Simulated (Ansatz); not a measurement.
Reaction (SMILES): ClB(Cl)Cl → [B](Cl)Cl + Cl atom
B3LYP-D3(BJ)/def2-TZVP geometries, fixed; electronic energies without zero-point terms.

Basis-set convergence of the bond dissociation energy at B3LYP with Ansatz (an electronic-structure program). Cartesian d functions, on some or all atoms, in 6-31G**, 6-311G**; all else is spherical. The program fits the integrals of some runs and decomposes those of others, by size. Open shells are unrestricted. No added dispersion term, no relativity. Functions are those of the species that has most. Reference: the value in pcseg-4, 113.15 kcal/mol, itself unsure by roughly 0.03 kcal/mol (its mean distance from aug-pcseg-3, aug-cc-pV(Q+d)Z, cc-pV(5+d)Z). Deviations are taken from unrounded values.

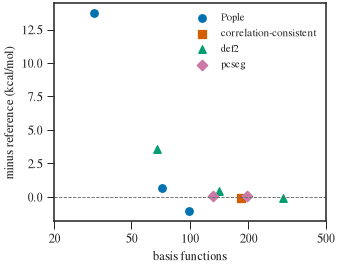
Figure: Deviation from the reference against the number of basis functions, by family of sets.

```tsv
basis	functions	bond dissociation energy (kcal/mol)	minus reference (kcal/mol)
STO-3G	32	126.85	13.71
def2-SVP	68	116.70	3.56
6-31G**	72	113.83	0.68
6-311G**	99	112.06	-1.08
pcseg-2	132	113.19	0.05
def2-TZVP	142	113.62	0.47
jun-cc-pV(T+d)Z	183	113.04	-0.10
aug-pcseg-2	196	113.22	0.07
def2-QZVPPD	300	113.05	-0.09
```
